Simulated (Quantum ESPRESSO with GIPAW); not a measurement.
## Solid-state NMR of Li3AlH6 by GIPAW

Aim: the magnetic shielding of every site in Li3AlH6.

Main program and level: Quantum ESPRESSO with GIPAW 8.0dev (patched build); DFT, PBEsol, plane-wave PAW (pslibrary 1.0.0 recipes), scalar-relativistic, GIPAW; a patched development version of the program.

## (1) The starting structure

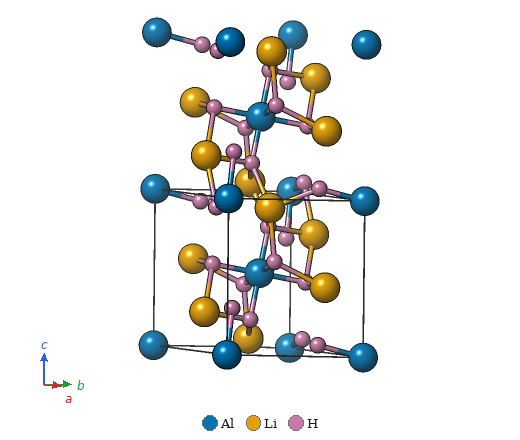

The starting structure, seen slightly off an axis (aluminium blue, lithium orange, hydrogen pink). 1×1×2 cells are drawn. Bonds to atoms that aren't drawn are left out. Some periodic images of atoms are drawn too.

The cell is an entry of the Crystallography Open Database; it need not be the form that is stable at ambient conditions.

This structure had its atoms relaxed beforehand (DFT, PBEsol, plane-wave PAW (pslibrary 1.0.0 recipes), Quantum ESPRESSO with GIPAW), starting from the database entry, since shieldings follow bond lengths closely.

## (2) Ground state

The shielding is a linear response of the occupied states, which this run provides. It is converged far beyond what an energy needs, since the response uses the wavefunctions themselves. No empty states are asked for: the response is solved without them. The mesh has a spacing of 0.38 Å⁻¹ at most. The PAW files were made with ld1.x from the pslibrary 1.0.0 recipes, with GIPAW reconstruction switched on.

The input, scf.in:

```
&control
  calculation = 'scf'
  prefix = 'x'
  outdir = './tmp/'
  pseudo_dir = './'
/
&system
  ibrav = 0
  nat = 20
  ntyp = 3
  ecutwfc = 55
  ecutrho = 330
  nbnd = 18
/
&electrons
  conv_thr = 1.0d-10
  mixing_beta = 0.7
  electron_maxstep = 100
/
ATOMIC_SPECIES
  Al 26.982 Al.pbesol-n-kjpaw_psl.1.0.0-gipaw.UPF
  Li 6.940 Li.pbesol-sl-kjpaw_psl.1.0.0-gipaw.UPF
  H 1.008 H.pbesol-kjpaw_psl.1.0.0-gipaw.UPF
CELL_PARAMETERS angstrom
  4.03558500 2.32994609 3.17100000
  -4.03558500 2.32994609 3.17100000
  0.00000000 -4.65989217 3.17100000
ATOMIC_POSITIONS crystal
  Al -0.00000000 0.00000000 0.00000000
  Al 0.50000000 0.50000000 0.50000000
  Li 0.43841959 0.93173003 0.75107627
  Li 0.93173003 0.75107627 0.43841959
  Li 0.75107627 0.43841959 0.93173003
  Li 0.56158041 0.06826997 0.24892373
  Li 0.06826997 0.24892373 0.56158041
  Li 0.24892373 0.56158041 0.06826997
  H 0.58929089 0.79501636 0.45166969
  H 0.79501636 0.45166969 0.58929089
  H 0.45166969 0.58929089 0.79501636
  H 0.41070911 0.20498364 0.54833031
  H 0.20498364 0.54833031 0.41070911
  H 0.54833031 0.41070911 0.20498364
  H 0.92804672 0.70467762 0.06903527
  H 0.70467762 0.06903527 0.92804672
  H 0.06903527 0.92804672 0.70467762
  H 0.07195328 0.29532238 0.93096473
  H 0.29532238 0.93096473 0.07195328
  H 0.93096473 0.07195328 0.29532238
K_POINTS automatic
  3 3 3 0 0 0
```

Run with:

```
mpirun -np 4 pw.x -nk 4 -in scf.in > scf.out
```

Output:

```text
using ibrav=0 with symmetry is DISCOURAGED, use correct ibrav instead

     bravais-lattice index     =            0
     lattice parameter (alat)  =      10.6514  a.u.
     unit-cell volume          =    1207.2479 (a.u.)^3
     number of atoms/cell      =           20
     number of atomic types    =            3
     number of electrons       =        36.00
     number of Kohn-Sham states=           18
     kinetic-energy cutoff     =      55.0000  Ry
     charge density cutoff     =     330.0000  Ry
     scf convergence threshold =      1.0E-10
     mixing beta               =       0.7000
     number of iterations used =            8  plain     mixing
     Exchange-correlation= SLA-PW-PSX-PSC
                           (   1   4  10   8   0   0   0)
[...]
Al                3.00    26.98200     Al( 1.00)
     Li                3.00     6.94000     Li( 1.00)
     H                 1.00     1.00800     H ( 1.00)

      6 Sym. Ops., with inversion, found
[...]
number of k points=     6
[...]
Dense  grid:   122165 G-vectors     FFT dimensions: (  64,  64,  64)

     Smooth grid:    66347 G-vectors     FFT dimensions: (  54,  54,  54)

     Initial potential from superposition of free atoms

     starting charge      35.9667, renormalised to      36.0000
     Starting wfcs are   50 randomized atomic wfcs

     Self-consistent Calculation

     iteration #  1     ecut=    55.00 Ry     beta= 0.70
     Davidson diagonalization with overlap
     ethr =  1.00E-02,  avg # of iterations =  2.0

     total energy              =    -180.65081269 Ry
     estimated scf accuracy    <       0.71895761 Ry

     iteration #  2     ecut=    55.00 Ry     beta= 0.70
     Davidson diagonalization with overlap
     ethr =  2.00E-03,  avg # of iterations =  2.5

     total energy              =    -180.73317964 Ry
     estimated scf accuracy    <       0.00750601 Ry

     iteration #  3     ecut=    55.00 Ry     beta= 0.70
     Davidson diagonalization with overlap
     ethr =  2.09E-05,  avg # of iterations =  8.3

     total energy              =    -180.75914567 Ry
     estimated scf accuracy    <       0.00235180 Ry

[...]
total energy              =    -180.75934313 Ry
[...]
iteration #  9     ecut=    55.00 Ry     beta= 0.70
     Davidson diagonalization with overlap
     ethr =  5.69E-11,  avg # of iterations =  6.0

     total energy              =    -180.75934315 Ry
     estimated scf accuracy    <          1.2E-09 Ry

     iteration # 10     ecut=    55.00 Ry     beta= 0.70
     Davidson diagonalization with overlap
     ethr =  3.30E-12,  avg # of iterations =  5.5

     End of self-consistent calculation
     [one-electron energies left out]

!    total energy              =    -180.75934315 Ry
     total all-electron energy =     -1073.115595 Ry
     estimated scf accuracy    <          2.1E-11 Ry

     The total energy is the sum of the following terms:
     one-electron contribution =     -53.11226961 Ry
     hartree contribution      =      26.05354521 Ry
     xc contribution           =     -34.64406117 Ry
     ewald contribution        =     -52.27829965 Ry
     one-center paw contrib.   =     -66.77825793 Ry

     convergence has been achieved in  10 iterations
[...]
JOB DONE.
```

It took 21 s on 4 MPI ranks of Arm Neoverse V1, shared host; peak memory 0.93 GiB; 83 s of CPU time.

It converged in 10 cycles to an estimated accuracy of 2e-11 Ry, on 6 irreducible k-points.

## (3) GIPAW: job nmr

The job finds the current that a weak uniform field induces (applied as a long wave, q_gipaw) and the field that this current makes at each nucleus. On atoms with p or d valence electrons much of the paramagnetic part arises close to the nucleus, where the PAW partial waves rebuild the true states. pawproj makes the reconstruction use the PAW data sets' own projectors.

The input, nmr.in:

```
&inputgipaw
  job = 'nmr'
  prefix = 'x'
  tmp_dir = './tmp/'
  restart_mode = 'from_scratch'
  verbosity = 'low'
  q_gipaw = 0.01
  spline_ps = .true.
  conv_threshold = 1.0d-11
  use_nmr_macroscopic_shape = .false.
  pawproj(1) = .true.
  pawproj(2) = .true.
  pawproj(3) = .true.
/
```

Run with:

```
mpirun -np 4 gipaw.x -in nmr.in > nmr.out
```

Output:

```text
[banner, memory and clock lines left out]
[a note of our patched build left out]

     Parallelizing q-star over 1 images

     IMPORTANT: XC functional enforced from input :
     Exchange-correlation= PBESOL
                           (   1   4  10   8   0   0   0)
     Any further DFT definition will be discarded
     Please, verify this is what you really want

[...]
projs nearly linearly dependent: l=0  n1,n2= 1, 2  s=  0.99970544
[...]
WARNING: some symmetry operations do not permute x, y and z, so the susceptibility and the shape term are
     wrong: all shieldings move alike (in wurtzite BN nosym gave 13 and 6 ppm more at 3 and 6 points an axis).
     Run pw.x with nosym, and raise the mesh until the susceptibility stays

     alpha_pv=     87.7365 eV

     spline_ps is .false., expect some extrapolation errors

     q-space interpolation up to    66.00 Rydberg

     GIPAW job: nmr
     NMR macroscopic correction: no
[...]
Computing the magnetic susceptibility     isolve=0    ethr=  0.1000E-10
     Starting from scratch
     k-point #    1 of     6      pool #  1    cpu time:       1.2
[...]
End of magnetic susceptibility calculation

     f-sum rule (1st term):
           -29.1279         -0.0009          0.0000
             0.0009        -29.1279          0.0000
            -0.0000          0.0000        -29.1170

     f-sum rule (2nd term):
             0.1099         -0.0000          0.0000
             0.0000          0.1099         -0.0000
            -0.0000         -0.0000          0.1057

     f-sum rule (should be   -29.0006):
           -29.0181         -0.0010          0.0000
             0.0010        -29.0181          0.0000
            -0.0000          0.0000        -29.0113

[... susceptibilities left out ...]
     Contributions to the NMR chemical shifts: -------------------------------

     Macroscopic shape contribution in ppm:                    0.00
             0.0000          0.0000          0.0000
             0.0000          0.0000          0.0000
             0.0000          0.0000          0.0000

     Core contribution in ppm:

     Atom  1  Al  pos: (  0.000000  0.000000  0.000000)  core sigma:         765.91
     Atom  2  Al  pos: (  0.000000  0.000000  0.843879)  core sigma:         765.91
     Atom  3  Li  pos: ( -0.353199 -0.054566  1.193372)  core sigma:           0.00
     Atom  4  Li  pos: (  0.129344  0.333162  1.193372)  core sigma:           0.00
     Atom  5  Li  pos: (  0.223855 -0.278596  1.193372)  core sigma:           0.00
     Atom  6  Li  pos: (  0.353199  0.054566  0.494386)  core sigma:           0.00
     Atom  7  Li  pos: ( -0.129344 -0.333162  0.494386)  core sigma:           0.00
     Atom  8  Li  pos: ( -0.223855  0.278596  0.494386)  core sigma:           0.00
     Atom  9  H   pos: ( -0.147295  0.198817  1.032895)  core sigma:           0.00
     Atom 10  H   pos: (  0.245828  0.028152  1.032895)  core sigma:           0.00
     Atom 11  H   pos: ( -0.098534 -0.226970  1.032895)  core sigma:           0.00
     Atom 12  H   pos: (  0.147295 -0.198817  0.654863)  core sigma:           0.00
     Atom 13  H   pos: ( -0.245828 -0.028152  0.654863)  core sigma:           0.00
     Atom 14  H   pos: (  0.098534  0.226970  0.654863)  core sigma:           0.00
     Atom 15  H   pos: (  0.159927  0.617844  0.957386)  core sigma:           0.00
     Atom 16  H   pos: (  0.455105 -0.447423  0.957386)  core sigma:           0.00
     Atom 17  H   pos: ( -0.615032 -0.170421  0.957386)  core sigma:           0.00
     Atom 18  H   pos: ( -0.159927 -0.617844  0.730372)  core sigma:           0.00
     Atom 19  H   pos: ( -0.455105  0.447423  0.730372)  core sigma:           0.00
     Atom 20  H   pos: (  0.615032  0.170421  0.730372)  core sigma:           0.00

     Bare contribution in ppm:

     Atom  1  Al  pos: (  0.000000  0.000000  0.000000)  bare sigma:         -12.91
[...]
Atom  2  Al  pos: (  0.000000  0.000000  0.843879)  bare sigma:         -13.46
[...]
Atom  3  Li  pos: ( -0.353199 -0.054566  1.193372)  bare sigma:          18.95
[...]
Atom  4  Li  pos: (  0.129344  0.333162  1.193372)  bare sigma:          18.95
[...]
Atom  5  Li  pos: (  0.223855 -0.278596  1.193372)  bare sigma:          18.95
[...]
Atom  6  Li  pos: (  0.353199  0.054566  0.494386)  bare sigma:          18.95
[...]
Atom  7  Li  pos: ( -0.129344 -0.333162  0.494386)  bare sigma:          18.95
[...]
Atom  8  Li  pos: ( -0.223855  0.278596  0.494386)  bare sigma:          18.95
[...]
Atom  9  H   pos: ( -0.147295  0.198817  1.032895)  bare sigma:          20.99
[...]
Atom 10  H   pos: (  0.245828  0.028152  1.032895)  bare sigma:          20.99
[...]
Atom 11  H   pos: ( -0.098534 -0.226970  1.032895)  bare sigma:          20.99
[...]
Atom 12  H   pos: (  0.147295 -0.198817  0.654863)  bare sigma:          20.99
[...]
Atom 13  H   pos: ( -0.245828 -0.028152  0.654863)  bare sigma:          20.99
[...]
Atom 15  H   pos: (  0.159927  0.617844  0.957386)  para_oo sigma:           0.00
[...]
Atom 16  H   pos: (  0.455105 -0.447423  0.957386)  para_oo sigma:           0.00
[...]
Atom 17  H   pos: ( -0.615032 -0.170421  0.957386)  para_oo sigma:           0.00
[...]
Atom 18  H   pos: ( -0.159927 -0.617844  0.730372)  para_oo sigma:           0.00
[...]
Atom 19  H   pos: ( -0.455105  0.447423  0.730372)  para_oo sigma:           0.00
[...]
Atom 20  H   pos: (  0.615032  0.170421  0.730372)  para_oo sigma:           0.00
[...]
Paramagnetic US L_R Q_R contribution in ppm:

     Atom  1  Al  pos: (  0.000000  0.000000  0.000000)  para_lq sigma:           6.83
[...]
Atom  2  Al  pos: (  0.000000  0.000000  0.843879)  para_lq sigma:           6.92
[...]
Atom  3  Li  pos: ( -0.353199 -0.054566  1.193372)  para_lq sigma:          -0.12
[...]
Atom  4  Li  pos: (  0.129344  0.333162  1.193372)  para_lq sigma:          -0.12
[...]
Atom  5  Li  pos: (  0.223855 -0.278596  1.193372)  para_lq sigma:          -0.12
[...]
Atom  6  Li  pos: (  0.353199  0.054566  0.494386)  para_lq sigma:          -0.12
[...]
Atom  7  Li  pos: ( -0.129344 -0.333162  0.494386)  para_lq sigma:          -0.12
[...]
Atom  8  Li  pos: ( -0.223855  0.278596  0.494386)  para_lq sigma:          -0.12
[...]
Atom  9  H   pos: ( -0.147295  0.198817  1.032895)  para_lq sigma:           0.00
[...]
Atom 10  H   pos: (  0.245828  0.028152  1.032895)  para_lq sigma:           0.00
[...]
Atom 11  H   pos: ( -0.098534 -0.226970  1.032895)  para_lq sigma:           0.00
[...]
Atom 12  H   pos: (  0.147295 -0.198817  0.654863)  para_lq sigma:           0.00
[...]
Atom 13  H   pos: ( -0.245828 -0.028152  0.654863)  para_lq sigma:           0.00
[...]
Atom 14  H   pos: (  0.098534  0.226970  0.654863)  para_lq sigma:           0.00
[...]
Atom 15  H   pos: (  0.159927  0.617844  0.957386)  para_lq sigma:           0.00
[...]
Atom 16  H   pos: (  0.455105 -0.447423  0.957386)  para_lq sigma:           0.00
[...]
Atom 17  H   pos: ( -0.615032 -0.170421  0.957386)  para_lq sigma:           0.00
[...]
Atom 18  H   pos: ( -0.159927 -0.617844  0.730372)  para_lq sigma:           0.00
[...]
Atom 19  H   pos: ( -0.455105  0.447423  0.730372)  para_lq sigma:           0.00
[...]
Atom 20  H   pos: (  0.615032  0.170421  0.730372)  para_lq sigma:           0.00
[...]
Total NMR chemical shifts in ppm: ---------------------------------------
     (adopting the Simpson convention for anisotropy and asymmetry)-----------

     Atom  1  Al  pos: (  0.000000  0.000000  0.000000)  Total sigma:         602.51
           600.7830         -0.4652          0.0000
             0.4652        600.7830          0.0000
             0.0000          0.0000        605.9499

     Al      1    anisotropy:      5.17    eta:    0.0000
[...]
Atom  2  Al  pos: (  0.000000  0.000000  0.843879)  Total sigma:         604.20
           606.8342          2.3075         -0.0000
            -2.3075        606.8342          0.0000
             0.0000          0.0000        598.9368

     Al      2    anisotropy:     -7.90    eta:    0.0000
[...]
Atom  3  Li  pos: ( -0.353199 -0.054566  1.193372)  Total sigma:          87.40
            87.5745         -0.7322          1.2066
            -0.7216         86.8691          0.1528
            -0.6127          0.5241         87.7476

     Li      3    anisotropy:     -1.68    eta:    0.1809
[...]
Atom  4  Li  pos: (  0.129344  0.333162  1.193372)  Total sigma:          87.40
[... its tensor is left out ...]
     Atom  5  Li  pos: (  0.223855 -0.278596  1.193372)  Total sigma:          87.40
[... its tensor is left out ...]
     Atom  6  Li  pos: (  0.353199  0.054566  0.494386)  Total sigma:          87.40
[... its tensor is left out ...]
     Atom  7  Li  pos: ( -0.129344 -0.333162  0.494386)  Total sigma:          87.40
[... its tensor is left out ...]
     Atom  8  Li  pos: ( -0.223855  0.278596  0.494386)  Total sigma:          87.40
[... its tensor is left out ...]
     Atom  9  H   pos: ( -0.147295  0.198817  1.032895)  Total sigma:          21.97
            21.8185         -0.6638          0.0564
            -0.5789         21.9431          0.3451
            -0.4593          0.8402         22.1610

     H       9    anisotropy:      1.46    eta:    0.6483
[...]
Atom 10  H   pos: (  0.245828  0.028152  1.032895)  Total sigma:          21.97
[... its tensor is left out ...]
     Atom 11  H   pos: ( -0.098534 -0.226970  1.032895)  Total sigma:          21.97
[... its tensor is left out ...]
     Atom 12  H   pos: (  0.147295 -0.198817  0.654863)  Total sigma:          21.97
[... its tensor is left out ...]
     Atom 13  H   pos: ( -0.245828 -0.028152  0.654863)  Total sigma:          21.97
[... its tensor is left out ...]
     Atom 14  H   pos: (  0.098534  0.226970  0.654863)  Total sigma:          21.97
[... its tensor is left out ...]
     Atom 15  H   pos: (  0.159927  0.617844  0.957386)  Total sigma:          22.11
            22.6252         -0.5964         -0.5466
            -0.7371         22.0226          0.8573
            -0.3233          0.2635         21.6889

     H      15    anisotropy:      1.83    eta:    0.3827
[...]
Atom 16  H   pos: (  0.455105 -0.447423  0.957386)  Total sigma:          22.11
[... its tensor is left out ...]
     Atom 17  H   pos: ( -0.615032 -0.170421  0.957386)  Total sigma:          22.11
[... its tensor is left out ...]
     Atom 18  H   pos: ( -0.159927 -0.617844  0.730372)  Total sigma:          22.11
[... its tensor is left out ...]
     Atom 19  H   pos: ( -0.455105  0.447423  0.730372)  Total sigma:          22.11
[... its tensor is left out ...]
     Atom 20  H   pos: (  0.615032  0.170421  0.730372)  Total sigma:          22.11
[... its tensor is left out ...]
```

Wall time 3.5 min (4 MPI ranks); peak memory 0.57 GiB; 14 min of CPU time.

[end of part 1 of 2]

[Banner, clock, file and message-heading lines were taken out of the pw.x and gipaw.x logs.]

[Logs are printed without paths, hosts, clocks, repeated set-up lines and the standing remarks that a program may print on its own settings, such as how far it seeks lower states.]

[Hosts, paths, dates, database ids (printed as entryN), source tags and the programs' standing remarks are cut or masked in the printed files.]

[Where no reference line passes its bar on scatter, no shift is given, so a measured shift of this compound may stand uncompared.]
